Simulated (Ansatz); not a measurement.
The parent structure is AlN in the wurtzite structure (space group P6_3mc, No. 186; a = 3.107 Å, c = 4.978 Å).

The change: hydrostatic tension (pressure −2 GPa).

Calculations: DFT with r2SCAN, PAW potentials and a 500 eV plane-wave cutoff in Ansatz (an electronic-structure program), no SOC, earlier PAW set.

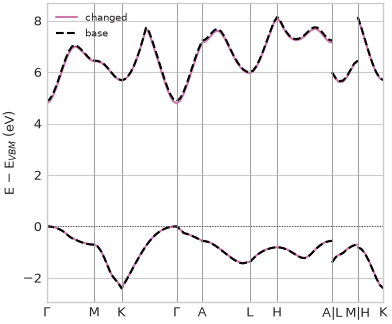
Figure. Highest valence and lowest conduction band along the path, each from its own valence-band maximum

The gap is 4.79 eV, direct at Γ; the base has 4.87 eV.

Load acts through the strain it causes; cell and atoms are relaxed under it. No phonon test of stability was made.
